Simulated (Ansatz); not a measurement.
System: SnGe2.

```
CELL_PARAMETERS angstrom
4.30710 0.00000 0.00000
-2.15355 3.73006 0.00000
0.00000 0.00000 10.47490
ATOMIC_POSITIONS crystal
Ge 0.66667 0.33333 0.53493
Ge 0.33333 0.66667 0.22642
Sn 0.00000 0.00000 0.86281
Ge 0.33333 0.66667 0.46507
Sn 0.00000 0.00000 0.13719
Ge 0.66667 0.33333 0.77358
```

Space group P-3m1; started from the ordered alloy on diamond lattice prototype, which need not be the ambient phase.

These are results of DFT, PBE, plane waves, PAW in Ansatz 0.2.0, not measurements.

Question: What can the converged valence pseudo-density and electron localisation function tell about the bonding?

Answer: Ge–Ge (2.50 Å): ρ is about 0.47 e/Å³ halfway; the ELF peaks at about 0.75 between the atoms (a covalent bond).
Sn–Ge (2.66 Å): ρ is about 0.41 e/Å³ halfway; the ELF peaks at about 0.70 between the atoms.
Sn–Sn (2.87 Å): the density is about 0.34 e/Å³ at the midpoint; the ELF peaks at about 0.65 between the atoms.
Ge–Ge (2.59 Å): ρ is about 0.41 e/Å³ halfway; the ELF peaks at about 0.75 between the atoms (a shared electron pair).

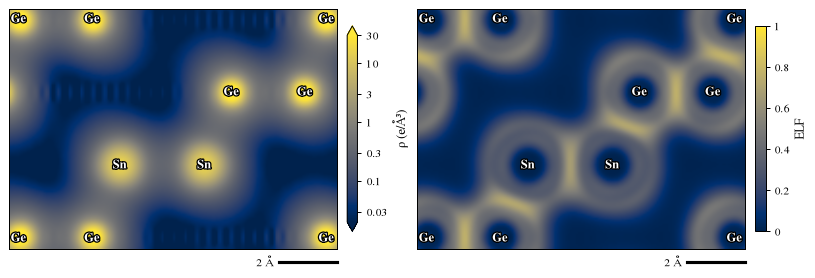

Computed valence pseudo-density and electron localisation function on the (110) plane of the conventional cell, in this order. 

Core electrons are frozen (PAW), and the valence fields are smoothed inside the atomic spheres.
